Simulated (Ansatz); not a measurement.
```xyz
6

Ge    0.2316   -0.0549    0.0394
F     0.1611    0.0470    1.7966
H     1.6988    0.1221   -0.3962
O    -0.6278    1.3555   -0.6350
H    -1.5836    1.3213   -0.4424
H    -0.4593   -1.3979   -0.3163
```

These are results of Ansatz, RKS PBE-D4/def2-SVP, not measurements.

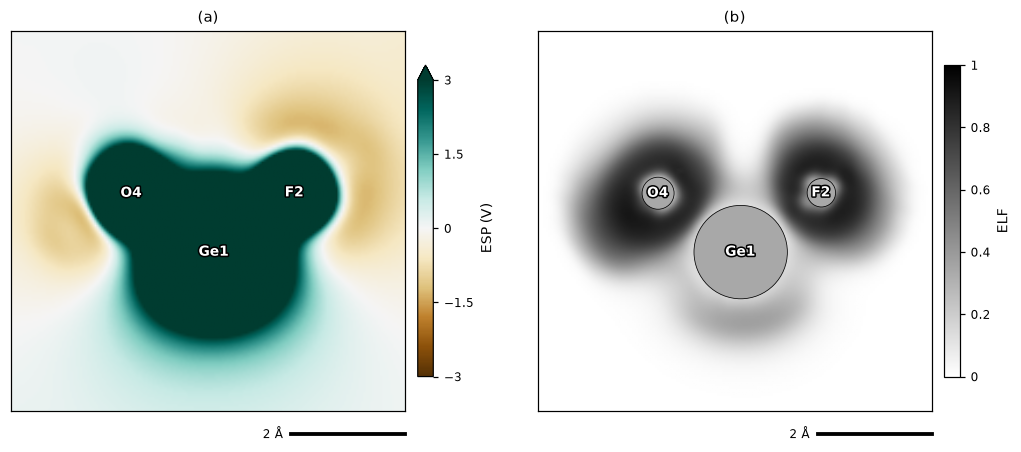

FGeH3O. (a) molecular electrostatic potential; (b) ELF on the plane of atoms F2, Ge1 and O4. Grey discs cover the atomic cores in the ELF map.

> Read the bonding off the picture.

- Atoms in the plane: Ge, F and O.
- Ge–F (1.76 Å): the ELF peaks at about 0.80 in the valence shell of F, 0.6 Å from its nucleus, and is about 0.20 at the midpoint.
- Ge–O (1.78 Å): the ELF peaks at about 0.85 in the valence shell of O, 0.6 Å from its nucleus, and is about 0.35 at the midpoint.
- The ELF also peaks beside O4 and F2, away from the bonds: lone-pair regions.
- Outside the dense part of the molecule the potential is most negative (−1.3 V) near F2.
